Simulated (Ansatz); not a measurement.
```xyz
16

C     2.2997   -0.1540    2.4259
C     1.3796    0.0306    1.3312
N     0.6530    0.1810    0.4621
Al   -0.6110    0.5097   -1.1172
C    -0.3546   -1.1343   -2.1561
C    -2.2983    0.8684   -0.1832
F     0.1858    1.8656   -1.7087
H     2.7910   -1.1239    2.3341
H     3.0530    0.6352    2.4044
H     1.7589   -0.1106    3.3724
H    -0.6455   -2.0278   -1.5928
H    -0.9625   -1.1259   -3.0671
H     0.6855   -1.2658   -2.4712
H    -3.1061    1.0800   -0.8918
H    -2.6254    0.0143    0.4200
H    -2.2260    1.7349    0.4821
```

Geometry: PBE0-D4/def2-TZVP.

Theory: RKS PBE0-D4/def2-TZVPP in Ansatz.

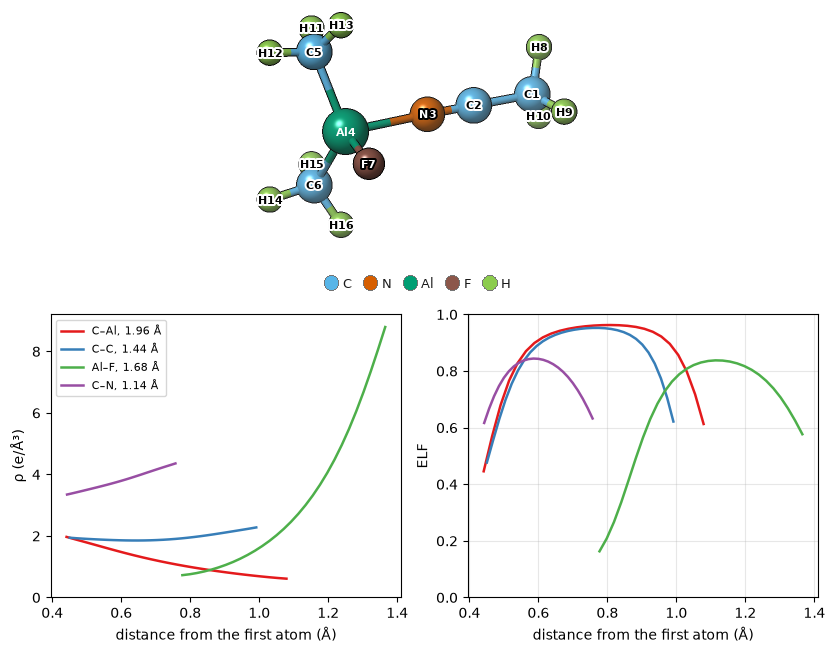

C$_{4}$H$_{9}$AlFN (SMILES CC#[N+][Al-]([CH3])([CH3])[F]). Electron density and electron localisation function along straight lines between neighbouring atoms. The curves leave out the atomic cores. The structure is drawn too.

**What can be read from the curves?**

C–Al (1.96 Å): ρ at the midpoint is about 0.71 e/Å³; the ELF peaks at about 0.95 between the atoms, as expected for a polar covalent bond.
C–C (1.44 Å): ρ is about 1.9 e/Å³ halfway; the ELF peaks at about 0.95 between the atoms: localised, covalent bonding.
Al–F (1.68 Å): ρ at the midpoint is about 0.85 e/Å³; the ELF peaks at about 0.85 in the valence shell of F, 0.6 Å from its nucleus, and is about 0.35 at the midpoint.
C–N (1.14 Å): ρ at the midpoint is about 3.7 e/Å³; the ELF peaks at about 0.85 between the atoms; a short, multiple covalent bond.
